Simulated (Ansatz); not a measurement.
**BCl (SMILES [B]Cl) at 6 levels**

We compute a comparison of 6 runs (UHF/STO-3G, BHLYP/STO-3G, BLYP/STO-3G, PBE/STO-3G, UB3LYP/STO-3G, CCSD(T)/STO-3G) of BCl. 

Program for the calculation: Ansatz 0.2.0.

40 further runs of the same task are left out: 1 that didn't finish, 39 set aside as unsound or not needed.

## (1) Starting point

BCl: 2 atoms, total charge 0, spin state singlet. SMILES: `[B]Cl`. The Cl2–B1 distance was set to 2.577 Å, away from the relaxed value.

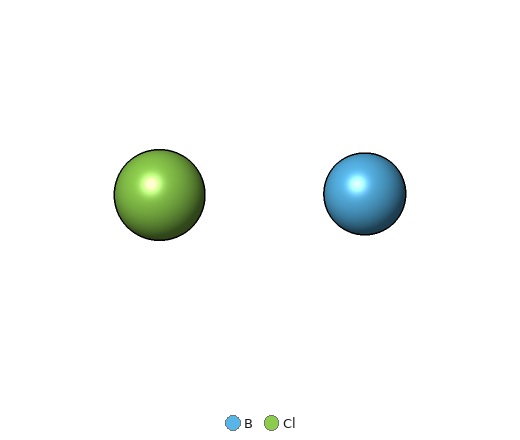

Viewed from a chosen angle; boron blue, chlorine green.

## (2) A single-point energy at UHF/STO-3G (run 1)

The input, molecule.yaml:

```yaml
crystal:
  periodic: [false, false, false]
  atoms:
    - symbol: B
      position_ang: [-0.000000, -0.000000, -0.928610]
    - symbol: Cl
      position_ang: [0.000000, 0.000000, 1.648190]
basis:
  gaussian: {orbitals: STO-3G}
magnetization: {spin_polarized: true, initial_magnetization: 0}
hamiltonian: {xc: hf}
accuracy: high
```

Launch:

```console
$ ansatz run molecule.yaml --threads 1 --pin off --max-ram 3480MiB --events-out events.jsonl --progress --plain --runs-dir runs
```

Output:

```text
Warning: RAYON_NUM_THREADS=1 ignored (pool sized by the plan → 1); use --threads N
Functional definition: HF
  name "HF"
  exchange = exact_x
  correlation = 0
216 factors; integrals over basis functions are off by at most 1.9e-8 eV
mean field evaluation 1: about -13025.0497 eV, gradient 7.4e0 eV
mean field evaluation 2: about -13025.0780 eV, gradient 7.4e0 eV
mean field evaluation 4: about -13027.2039 eV, gradient 8.4e-1 eV
mean field evaluation 8: about -13027.2211 eV, gradient 5.0e-2 eV
mean field evaluation 16: about -13027.2212 eV, gradient 1.7e-4 eV
mean field evaluation 32: about -13027.3213 eV, gradient 1.8e-4 eV
mean field evaluation 64: about -13019.2176 eV, gradient 1.1e1 eV
mean field evaluation 96: about -13027.3143 eV, gradient 1.4e-1 eV
mean field evaluation 128: about -13025.6261 eV, gradient 3.7e0 eV
mean field evaluation 160: about -13025.8871 eV, gradient 1.4e-1 eV
mean field evaluation 192: about -13025.7702 eV, gradient 2.0e0 eV
mean field -13027.32179618 eV, -478.7452457739 hartree, gradient 3.0e-8 eV, S^2 0.338535; 6 other end points of the search recorded, 0 dependent functions left out
reference -13027.32179618 eV, -478.7452457739 hartree; 11, 11 occupied and 3, 3 virtual orbitals, 216 factors
Total energy: -13027.32179618 eV, -478.7452457739 hartree
```

Run time: 0.22 s. Hardware: 1 thread of Intel Xeon Platinum 8488C (Sapphire Rapids), shared host.

## (3) A single-point energy at BHLYP/STO-3G (run 2)

The input, job.yaml:

```yaml
basis:
  gaussian:
    orbitals: STO-3G
crystal:
  periodic: [false, false, false]
  atoms:
    - {symbol: B, position_ang: [-0.000000, -0.000000, -0.928610]}
    - {symbol: Cl, position_ang: [0.000000, 0.000000, 1.648190]}
accuracy: high
hamiltonian:
  xc: {name: BHLYP}
```

Launch:

```console
$ ansatz run job.yaml --threads 1 --pin off --max-ram 3480MiB --events-out events.jsonl --progress --plain --runs-dir runs
```

Output:

```text
Warning: RAYON_NUM_THREADS=1 ignored (pool sized by the plan → 1); use --threads N
Functional definition: BHLYP
  name "BHLYP"
  parameter a = 0.5
  exchange = (1 - a)*b88_x + a*exact_x
  correlation = lyp_c
216 factors; integrals over basis functions are off by at most 1.9e-8 eV
mean field evaluation 1: about -13045.7139 eV, gradient 1.2e1 eV
mean field evaluation 2: about -12905.9873 eV, gradient 1.8e2 eV
mean field evaluation 4: about -13048.3709 eV, gradient 3.2e0 eV
mean field evaluation 8: about -13048.4480 eV, gradient 1.7e-1 eV
mean field evaluation 16: about -13048.4488 eV, gradient 1.1e-8 eV
mean field -13048.44882522 eV, -479.5216497707 hartree, gradient 1.3e-8 eV, S^2 0.000000; 0 other end points of the search recorded, 0 dependent functions left out
reference -13048.44884127 eV, -479.5216503604 hartree; 11, 11 occupied and 3, 3 virtual orbitals, 216 factors
Total energy: -13048.44884127 eV, -479.5216503604 hartree
```

Wall time 0.36 s (1 thread of Intel Xeon Platinum 8488C (Sapphire Rapids), shared host).

Run 3 isn't shown in full; the table further down has it.

## (4) The energy at PBE/STO-3G (run 4)

The input, job.yaml:

```yaml
crystal:
  periodic: [false, false, false]
  atoms:
    - {symbol: B, position_ang: [-0.000000, -0.000000, -0.928610]}
    - {symbol: Cl, position_ang: [0.000000, 0.000000, 1.648190]}
basis:
  gaussian:
    orbitals: STO-3G
accuracy: high
hamiltonian:
  xc: {name: PBE}
```

Launch:

```console
$ ansatz run job.yaml --threads 1 --pin off --max-ram 3480MiB --events-out events.jsonl --progress --plain --runs-dir runs
```

Output:

```text
Warning: RAYON_NUM_THREADS=1 ignored (pool sized by the plan → 1); use --threads N
Functional definition: PBE
  name "PBE"
  parameter kappa = 0.804
  parameter beta = 0.06672455060314922
  exchange = pbe_x(kappa = kappa, mu = beta*pi^2/3)
  correlation = pbe_c(beta = beta)
216 factors; integrals over basis functions are off by at most 1.9e-8 eV
mean field evaluation 1: about -13038.7722 eV, gradient 1.3e1 eV
mean field evaluation 2: about -12805.1460 eV, gradient 1.1e2 eV
mean field evaluation 4: about -13040.6146 eV, gradient 1.2e1 eV
mean field evaluation 8: about -13041.6311 eV, gradient 6.3e0 eV
mean field evaluation 16: about -13041.9467 eV, gradient 2.9e-8 eV
mean field -13041.94666292 eV, -479.2826997133 hartree, gradient 1.3e-9 eV, S^2 0.000000; 0 other end points of the search recorded, 0 dependent functions left out
reference -13041.94666442 eV, -479.2826997686 hartree; 11, 11 occupied and 3, 3 virtual orbitals, 216 factors
Total energy: -13041.94666442 eV, -479.2826997686 hartree
```

Wall time 0.38 s (1 thread of Intel Xeon Platinum 8488C (Sapphire Rapids), shared host).

Run 5 isn't shown in full; the table further down has it.

## (5) A single-point energy at CCSD(T)/STO-3G (run 6)

The input, input.yaml:

```yaml
crystal:
  periodic: [false, false, false]
  atoms:
    - symbol: B
      position_ang: [-0.000000, -0.000000, -0.928610]
    - symbol: Cl
      position_ang: [0.000000, 0.000000, 1.648190]
basis:
  gaussian:
    orbitals: STO-3G
scf:
  omitted_lower_state_checks: [cluster_reference, increment]
correlation:
  method: ccsd_t
  frozen_orbitals: {B: 1, Cl: 5}
accuracy: high
```

Launch:

```console
$ ansatz run input.yaml --threads 1 --pin off --max-ram 3480MiB --events-out events.jsonl --progress --plain --runs-dir runs
```

Output:

```text
Warning: RAYON_NUM_THREADS=1 ignored (pool sized by the plan → 1); use --threads N
[... 11 lines left out ...]
6 core orbitals not correlated: weight in the atoms' cores, before any rotation towards them, 1.000 or more for the frozen orbitals, at most 0.000 for the correlated occupied ones
[... 27 lines left out ...]
Total energy: -13029.37506825 eV, -478.8207021306 hartree
Checks for a lower state left out: cluster_reference, increment
```

It took 0.14 s on 1 thread of Intel Xeon Platinum 8488C (Sapphire Rapids), shared host.

## (6) The series

| run | level | frozen core orbitals | energy (Eh) | wall time |
| --- | --- | --- | --- | --- |
| 1 | UHF/STO-3G | – | -478.745246 | 0.22 s |
| 2 | BHLYP/STO-3G | – | -479.521650 | 0.36 s |
| 3 | BLYP/STO-3G | – | -479.473295 | 0.4 s |
| 4 | PBE/STO-3G | – | -479.282700 | 0.38 s |
| 5 | UB3LYP/STO-3G | – | -479.521966 | 0.62 s |
| 6 | CCSD(T)/STO-3G | 6 | -478.820702 | 0.14 s |

## (7) What came out

| quantity | value |
| --- | --- |
| run 6: total energy | -478.82070 Eh |
| run 6: correlation energy (6 core orbitals frozen) | -79.2 mEh |
| run 6: (T) correction | -3.07 mEh |
| run 6: T1 diagnostic | 0.030 |

What this shows: Totals of different functionals can't be ranked against each other. In run 6 the log says that unrestricted orbitals would lower the reference, so the values rest on an unstable closed-shell determinant (other closed-shell runs at this shape may share the fault). In runs 1, 2, 3, 4, 5, 6 the basis is minimal, so the values are rough. Spin contamination of the reference: run 1 ⟨S²⟩ = 0.34. All runs together took 2.1 s, the longest 0.62 s.
